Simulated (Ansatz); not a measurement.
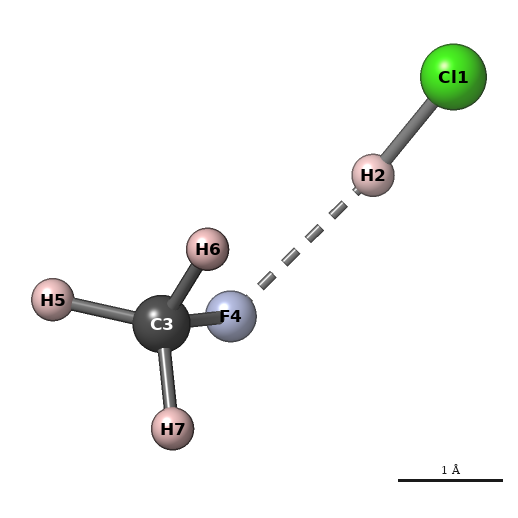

Broken lines mark hydrogen bonds. The geometry was computed by an optimisation with PBE0-D4/def2-TZVP.

Give donor, acceptor, H···A distance and D–H···A angle of each hydrogen bond.

| D–H···A | D–H (Å) | H···A (Å) | angle (°) | kind |
| --- | --- | --- | --- | --- |
| Cl1–H2···F4 | 1.29 | 1.94 | 162 | intermolecular |
